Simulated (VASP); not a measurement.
Input:

```
CELL_PARAMETERS angstrom
      3.42575    -5.93735     0.00119
      3.42575     5.93735     0.00119
     -2.08846     0.00000     6.70351
ATOMIC_POSITIONS crystal
  Rh 0.83331 0.16669 0.00000
  Rh 0.16669 0.83331 0.00000
  I  0.92384 0.56799 0.22464
  I  0.07616 0.43201 0.77536
  I  0.43201 0.07616 0.77536
  I  0.56799 0.92384 0.22464
  I  0.21302 0.21302 0.22654
  I  0.78698 0.78698 0.77346
```

All values below come from r2SCAN meta-GGA, VASP's PBE PAW potentials (set 64) (plane waves; VASP). Settings: 400 eV cut-off, 5×5×4 Γ-centred mesh, tetrahedra with Blöchl corrections, potentials Rh_pv I.

Unless said otherwise, spin-orbit coupling is left out, though it shifts the bands of the heavy elements here.

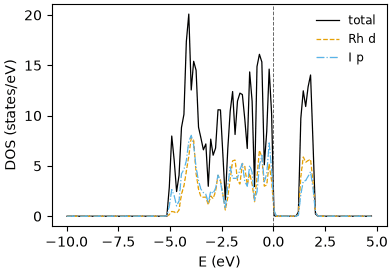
*Total and projected density of states, zero at the valence-band maximum*

Within 2 eV below the valence-band maximum the largest weight inside VASP's projection spheres is I p, then Rh d.

The gap is indirect, 1.26 eV, from the valence maximum at Y to the conduction minimum at (-0.40, -0.40, 0.25).

The structure comes from a computed database's RhI3 entry (C2/m); how it stands against other phases isn't given here. It was relaxed first.
